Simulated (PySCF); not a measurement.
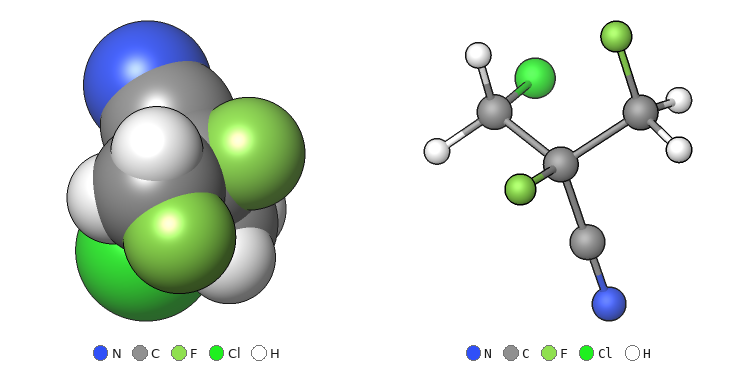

Two views of one molecule.

Description:

It has 12 atoms: 4 carbon, 4 hydrogen, 1 chlorine, 2 fluorine and 1 nitrogen (C4H4ClF2N). As SMILES it reads `N#C[C@@](F)(CF)CCl`. It has no ring. Among its groups: nitrile, C–F bond, C–Cl bond. This geometry has C1 symmetry. Coordination: 1 C linear; 3 C tetrahedral.

More results for the same structure follow; atom numbers are the same in all pictures, views and colours differ. The geometry was computed by an optimisation with PBE0-D3(BJ)/def2-SVP. No frequency run is at hand to confirm it as a minimum.

**Shape**

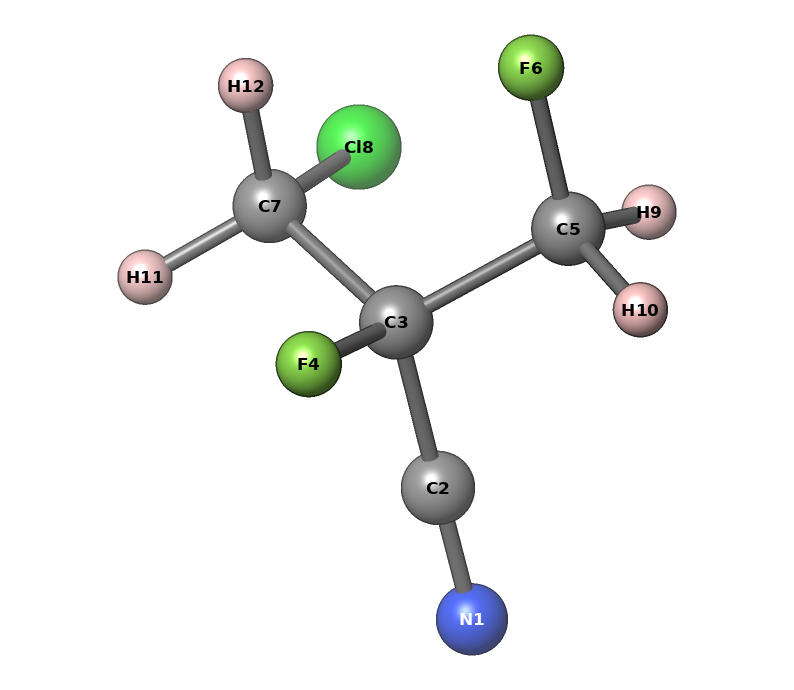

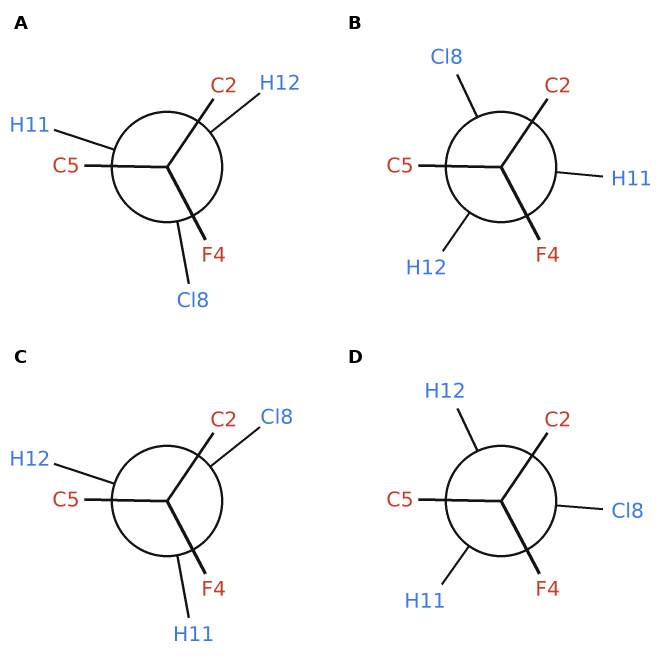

Distant atoms are faded towards the background colour. Bonds that would overlap in a projection are set slightly apart. No frequency run is at hand to confirm it as a minimum.

Which Newman projection shows the view along C3–C7, with C3 in front?

B. The torsion angle F4–C3–C7–Cl8 is −178°, antiperiplanar (anti).

**NMR shielding**

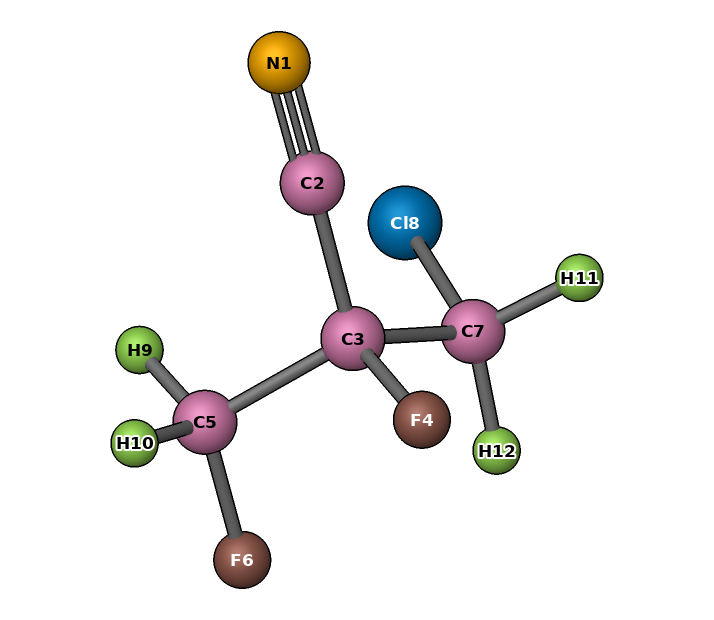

The questions are on isotropic NMR shieldings of the C atoms. No frequency run is at hand to confirm it as a minimum. Method: GIAO PBE0/pcSseg-1 NMR shielding, non-relativistic, IEF-PCM acetone (PySCF 2.14.0).

List the isotropic NMR shieldings of the C atoms.

| atom | σ (ppm) |
| --- | --- |
| C2 | 61.4 |
| C3 | 93.7 |
| C5 | 101.7 |
| C7 | 139.4 |

**Polarisability**

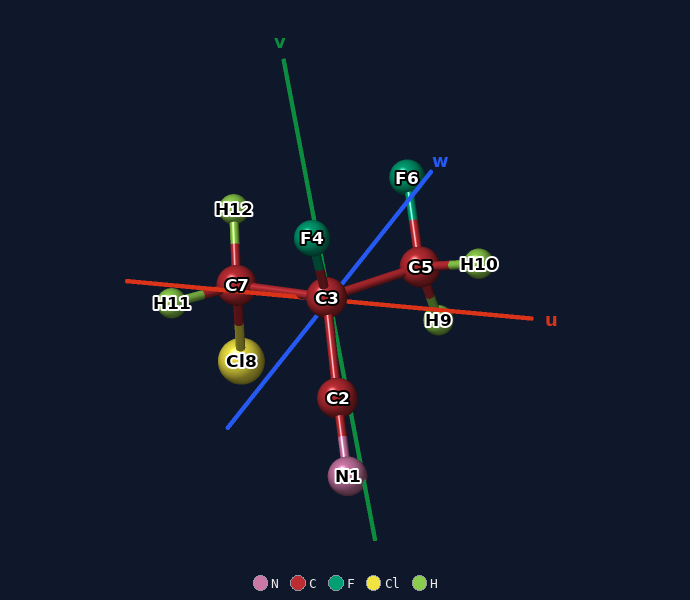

The lines u, v and w are the principal axes of the static dipole polarisability. No frequency run is at hand to confirm it as a minimum. Computed with B3LYP/def2-SVPD (PySCF 2.14.0).

Along which axis is the molecule most polarisable, and along which least?

Most along v (nearly parallel to the C5–F6 bond), least along u.

Give the three principal values.

u 58.7, v 72.6, w 67.9 bohr³; mean 66.4, anisotropy 12.3 bohr³.

**Quadrupole coupling**

No frequency run is at hand to confirm it as a minimum. Electric field gradients from the ground-state density, PBE0/pcSseg-1 in acetone (IEF-PCM) (PySCF 2.14.0), non-relativistic apart from any core potentials.

Give the largest field-gradient component, the quadrupole coupling constant and the asymmetry for 14N at N1 (Q = 20.44 mb), 35Cl at Cl8 (Q = −81.7 mb).

```json
{"atom": "N1", "V_zz (a.u.)": "−0.949", "e²qQ/h (MHz)": "−4.56", "η": "0.11"}
{"atom": "Cl8", "V_zz (a.u.)": "4.052", "e²qQ/h (MHz)": "−77.8", "η": "0.05"}
```
